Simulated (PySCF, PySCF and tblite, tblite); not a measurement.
# 1,2-difluoroethane (C2H4F2): conformers and averaged spectra, part 2 of 2

PySCF and tblite. Atoms count from 0. Earlier steps stand in the parts before.

## Step 9: Couplings, conformer 1: B3LYP/pcJ-1

What the job is given:

```
{"job": {"xc": "B3LYP", "basis": "pcJ-1", "kind": "j"}, "charge": 0, "multiplicity": 1}
F      1.369572    -0.959898     0.559289
C      0.749370     0.107087    -0.031249
C     -0.747095    -0.104812     0.024955
F     -1.367368     0.963063    -0.563889
H      1.023369     1.033763     0.500848
H      1.082755     0.194821    -1.079124
H     -1.080085    -0.193955     1.072896
H     -1.021459    -1.030658    -0.508291
```

The log of the run:

```text
coarse grid: 6824 points
cycle   1  E = -278.2079560527  dE =  2.752e-01  |g| = 6.061e-01  |ddm| = 2.039e+00
cycle   2  E = -278.1486683698  dE =  5.929e-02  |g| = 9.053e-01  |ddm| = 8.218e-01
cycle   3  E = -278.2600952288  dE = -1.114e-01  |g| = 5.172e-02  |ddm| = 5.008e-01
cycle   4  E = -278.2605123475  dE = -4.171e-04  |g| = 2.109e-02  |ddm| = 4.075e-02
cycle   5  E = -278.2606130313  dE = -1.007e-04  |g| = 4.369e-03  |ddm| = 1.680e-02
cycle   6  E = -278.2606166327  dE = -3.601e-06  |g| = 1.771e-04  |ddm| = 2.816e-03
final grid: 67112 points
cycle   7  E = -278.2970260196  dE = -1.059e-04  |g| = 6.649e-03  |ddm| = 1.079e-02
cycle   8  E = -278.2970172523  dE =  8.767e-06  |g| = 1.004e-02  |ddm| = 8.172e-03
cycle   9  E = -278.2970335933  dE = -1.634e-05  |g| = 5.442e-04  |ddm| = 4.814e-03
cycle  10  E = -278.2970336272  dE = -3.391e-08  |g| = 3.263e-04  |ddm| = 6.100e-04
cycle  11  E = -278.2970336480  dE = -2.075e-08  |g| = 1.435e-05  |ddm| = 2.235e-04
cycle  12  E = -278.2970336480  dE = -2.461e-11  |g| = 1.221e-06  |ddm| = 6.990e-06
converged SCF energy = -278.2970336480

Indirect spin-spin couplings (Hz)
  i      j    bonds     total        FC       PSO       DSO        SD
  0 F    1 C    1   -234.717  -284.426    27.446     0.665    21.599
  0 F    2 C    2     29.792    36.033    -5.550     0.008    -0.698
  0 F    3 F    3    -58.958   -29.762   -45.081    -1.569    17.455
  0 F    4 H    2     52.416    45.765    11.281    -1.446    -3.183
  0 F    5 H    2     52.408    45.742    11.292    -1.449    -3.178
  0 F    6 H    3      1.100     0.679     1.168    -0.231    -0.516
  0 F    7 H    3      1.043     0.620     1.172    -0.236    -0.513
  1 C    2 C    1     47.810    46.801    -0.632     0.265     1.376
  1 C    3 F    2     29.791    36.031    -5.550     0.008    -0.698
  1 C    4 H    1    155.563   154.743    -0.380     1.025     0.175
  1 C    5 H    1    155.609   154.789    -0.380     1.025     0.175
  1 C    6 H    2     -3.312    -3.285     0.002    -0.082     0.053
  1 C    7 H    2     -3.298    -3.271     0.002    -0.082     0.053
  2 C    3 F    1   -234.717  -284.425    27.445     0.665    21.599
  2 C    4 H    2     -3.316    -3.289     0.002    -0.082     0.053
  2 C    5 H    2     -3.295    -3.268     0.002    -0.082     0.053
  2 C    6 H    1    155.602   154.782    -0.381     1.025     0.175
  2 C    7 H    1    155.568   154.748    -0.380     1.025     0.175
  3 F    4 H    3      1.108     0.687     1.168    -0.232    -0.515
  3 F    5 H    3      1.035     0.611     1.172    -0.235    -0.514
  3 F    6 H    2     52.381    45.717    11.289    -1.448    -3.178
  3 F    7 H    2     52.442    45.789    11.283    -1.446    -3.184
  4 H    5 H    2     -9.025    -9.443     2.069    -2.018     0.368
  4 H    6 H    3      6.497     6.424     0.320    -0.364     0.117
  4 H    7 H    3     13.254    13.382     2.795    -2.947     0.024
  5 H    6 H    3     13.240    13.368     2.795    -2.947     0.024
  5 H    7 H    3      6.523     6.449     0.316    -0.360     0.117
  6 H    7 H    2     -9.025    -9.444     2.068    -2.018     0.368
```

Run time: 12 s. Hardware: 1 thread of Arm Neoverse V1, shared host; peak memory 0.65 GiB.

This run: HOMO -9.28 eV, LUMO 1.37 eV; dipole 0.00 D.

## Step 10: Couplings, conformer 2: B3LYP/pcJ-1

What the job is given:

```
{"job": {"xc": "B3LYP", "basis": "pcJ-1", "kind": "j"}, "charge": 0, "multiplicity": 1}
F      1.296448     0.171729     1.170619
C      0.749730     0.002660    -0.072145
C     -0.748229    -0.059138     0.000485
F     -1.277391     1.164631     0.307223
H      1.057491     0.843852    -0.717244
H      1.131395    -0.936552    -0.510981
H     -1.054349    -0.786238     0.772519
H     -1.146038    -0.391533    -0.975041
```

The log of the run:

```text
coarse grid: 6824 points
cycle   1  E = -278.2023894154  dE =  2.898e-01  |g| = 6.316e-01  |ddm| = 2.025e+00
cycle   2  E = -278.1248284387  dE =  7.756e-02  |g| = 9.905e-01  |ddm| = 9.641e-01
cycle   3  E = -278.2614246887  dE = -1.366e-01  |g| = 5.187e-02  |ddm| = 5.959e-01
cycle   4  E = -278.2618324886  dE = -4.078e-04  |g| = 2.283e-02  |ddm| = 4.353e-02
cycle   5  E = -278.2619502350  dE = -1.177e-04  |g| = 5.061e-03  |ddm| = 1.848e-02
cycle   6  E = -278.2619551240  dE = -4.889e-06  |g| = 3.167e-04  |ddm| = 3.661e-03
final grid: 67112 points
cycle   7  E = -278.2974267869  dE = -1.054e-04  |g| = 6.951e-03  |ddm| = 9.897e-03
cycle   8  E = -278.2974167450  dE =  1.004e-05  |g| = 1.065e-02  |ddm| = 8.635e-03
cycle   9  E = -278.2974350635  dE = -1.832e-05  |g| = 6.278e-04  |ddm| = 5.163e-03
cycle  10  E = -278.2974351137  dE = -5.022e-08  |g| = 3.613e-04  |ddm| = 7.393e-04
cycle  11  E = -278.2974351391  dE = -2.546e-08  |g| = 1.433e-05  |ddm| = 2.582e-04
cycle  12  E = -278.2974351392  dE = -2.706e-11  |g| = 1.572e-06  |ddm| = 9.098e-06
converged SCF energy = -278.2974351392

Indirect spin-spin couplings (Hz)
  i      j    bonds     total        FC       PSO       DSO        SD
  0 F    1 C    1   -245.223  -290.166    23.807     0.688    20.448
  0 F    2 C    2     19.715    19.088    -0.979    -0.044     1.650
  0 F    3 F    3    -11.393    -4.454    -5.458    -0.460    -1.021
  0 F    4 H    2     57.641    51.676    10.555    -1.347    -3.243
  0 F    5 H    2     52.834    46.855    10.601    -1.431    -3.190
  0 F    6 H    3     21.715    20.725     1.543    -0.068    -0.484
  0 F    7 H    3     43.342    44.709     0.974    -2.158    -0.183
  1 C    2 C    1     44.666    44.773    -1.481     0.266     1.107
  1 C    3 F    2     19.687    19.059    -0.979    -0.044     1.651
  1 C    4 H    1    155.450   154.593    -0.340     1.039     0.158
  1 C    5 H    1    149.143   148.250    -0.232     1.003     0.121
  1 C    6 H    2     -5.564    -5.455    -0.092    -0.079     0.061
  1 C    7 H    2      7.222     7.297    -0.096    -0.044     0.065
  2 C    3 F    1   -245.204  -290.124    23.792     0.688    20.440
  2 C    4 H    2     -5.560    -5.451    -0.092    -0.079     0.061
  2 C    5 H    2      7.217     7.292    -0.096    -0.044     0.065
  2 C    6 H    1    155.435   154.578    -0.340     1.039     0.158
  2 C    7 H    1    149.146   148.253    -0.232     1.003     0.121
  3 F    4 H    3     21.695    20.704     1.543    -0.069    -0.483
  3 F    5 H    3     43.334    44.702     0.973    -2.158    -0.183
  3 F    6 H    2     57.634    51.671    10.552    -1.347    -3.243
  3 F    7 H    2     52.846    46.868    10.600    -1.431    -3.191
  4 H    5 H    2    -12.553   -12.927     2.132    -2.096     0.338
  4 H    6 H    3     11.190    11.341     2.802    -2.969     0.016
  4 H    7 H    3      1.213     1.185     0.561    -0.615     0.082
  5 H    6 H    3      1.214     1.186     0.561    -0.615     0.082
  5 H    7 H    3      1.553     1.416    -0.075     0.053     0.158
  6 H    7 H    2    -12.547   -12.921     2.133    -2.097     0.338
```

It took 12 s on 1 thread of Arm Neoverse V1, shared host; peak memory 0.65 GiB.

This run: HOMO -9.18 eV, LUMO 1.15 eV; dipole 2.66 D.

## Step 11: The ensemble: properties at B97-2/pcSseg-2

What the job is given:

```
{"job": {"study": "conf", "smiles": "FCCF", "search": {"seed": 3426, "n_embed": 90, "ff_keep": 14, "window": 3.0, "nmax": 8, "temps": [200, 250, 298.15, 350, 400], "t_ref": 298.15, "order": 0.0005, "geom": true}, "level": {"nmr": {"xc": "B97-2", "basis": "pcSseg-2"}, "sp": {"xc": "B3LYP", "basis": "def2-TZVP"}, "j": {"xc": "B3LYP", "basis": "pcJ-1", "top": 4}}, "kind": "conf"}, "charge": 0, "multiplicity": 1}
F      1.296448     0.171729     1.170619
C      0.749730     0.002660    -0.072145
C     -0.748229    -0.059138     0.000485
F     -1.277391     1.164631     0.307223
H      1.057491     0.843852    -0.717244
H      1.131395    -0.936552    -0.510981
H     -1.054349    -0.786238     0.772519
H     -1.146038    -0.391533    -0.975041
```

The log of the run:

```text
conformer  sym    E(xTB)   E(DFT)   G(298.15 K)  weight  dipole/D
    1     C2h     0.000    0.986    1.384   0.0882    0.002
    2     C2      1.413    0.000    0.000   0.9119    2.558

mean shielding (ppm) by class
class atoms           200 K      250 K   298.15 K      350 K      400 K
  0 F  0,3          419.102    419.575    420.012    420.436    420.793
  1 C  1,2           97.567      97.66     97.746     97.829     97.899
  2 H  4,5,6         26.922     26.923     26.924     26.925     26.925
```

It took 53 s on 1 thread of Arm Neoverse V1, shared host. This counts the runs that the step sums up.

The search (ETKDG and KDG, MMFF94s, GFN2-xTB) embedded 90 structures, kept 2 distinct ones after the force field and 2 after xTB; 2 were carried on (window 3.0 kcal/mol at the search's own energies). Energies: B3LYP/def2-TZVP with D3(BJ).

The conformers at 298 K:

```
no.  group  mirror pair  ΔE xTB  ΔE DFT    ΔG  weight (%)  μ (D)  F0–C1–C2–F3 (°)      A, B, C (GHz)
  1    C2h           no    0.00    0.99  1.38         8.8   0.00              180  32.32, 3.91, 3.65
  2     C2          yes    1.41    0.00  0.00        91.2   2.56               71  17.66, 5.03, 4.41
```

Energies in kcal/mol. ΔG holds xTB vibrations and rotation, symmetry numbers and mirror pairs.

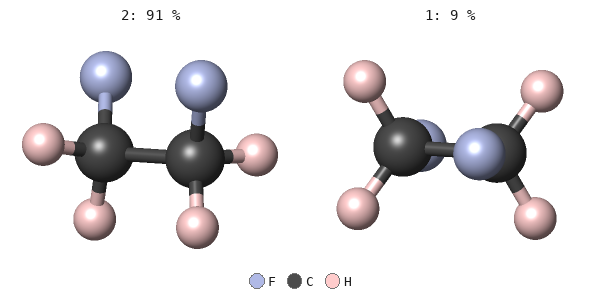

The conformers with their weights.

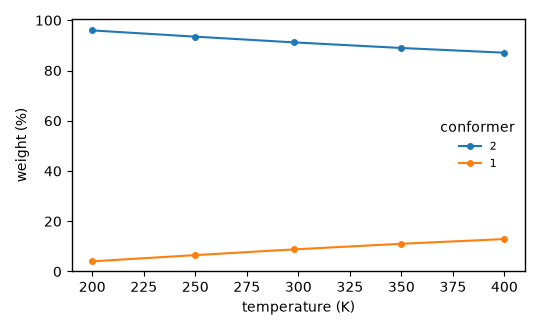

Weights against temperature.

Other ways of weighting, at the same temperature:

```
                      scheme    2   1  mean μ (D)
             DFT free energy   91   9        2.33
DFT energy, symmetry counted   91   9        2.34
            DFT energy alone   84  16        2.15
xTB energy, symmetry counted   16  84        0.40
             xTB free energy   15  85        0.39
       lowest conformer only  100   0        2.56
               equal weights   50  50        1.28
```

Shifts against references run at the same level ($^{1}$H TMS 31.36, $^{19}$F CFCl3 177.4, $^{13}$C TMS 183.5 ppm of shielding), by class of atoms, at 298 K:

```
         atoms                         environment   no. 2   no. 1  average
        C1, C2                 sp3 CH2 bonded to F    86.0    82.3     85.7
H4, H5, H6, H7  hydrogen on an sp3 CH2 bonded to F    4.44    4.40     4.44
        F0, F3           fluorine on an sp3 carbon  -240.9  -260.0   -242.6
```

Couplings (Hz, B3LYP/pcJ-1; one pair named for each class, the eight largest averages at most for each number of bonds), from conformers that hold 100 % of the weight:

```
 pair  bonds   no. 2   no. 1  average
F0–C1      1  -245.2  -234.7   -244.3
C1–H4      1   152.3   155.6    152.6
C1–C2      1    44.7    47.8     44.9
F0–H4      2    55.2    52.4     55.0
F0–C2      2    19.7    29.8     20.6
H4–H5      2   -12.6    -9.0    -12.2
F0–H6      3    32.5     1.1     29.8
F0–F3      3   -11.4   -59.0    -15.6
H4–H6      3     6.4     6.5      6.4
H4–H7      3     1.2    13.2      2.3
```

## Step 12: Results

The summary covers parts 1 to 2.

| quantity | value |
| --- | --- |
| conformers | 2; the first in weight is no. 2 (C2), 91 % at 298 K |
| root-mean-square dipole | 2.44 D |
| averaged $^{13}$C shifts (B97-2/pcSseg-2) | 85.7 ppm |
| averaged $^{1}$H shifts (B97-2/pcSseg-2) | 4.44 ppm |
| averaged $^{19}$F shifts (B97-2/pcSseg-2) | -242.6 ppm |

**Reading.** At 298 K conformer 2 holds 91 % of the ensemble (96 % at 200 K, 87 % at 400 K). xTB puts no. 1 lowest, DFT no. 2. Among conformers over 5 %, C1, C2 differ by 3.8 ppm, while the average moves by 0.3 ppm from 200 to 400 K. Among vicinal couplings, F0–F3 differs most between the conformers listed (-11.4 for no. 2, -59.0 for no. 1; average -15.6 Hz).
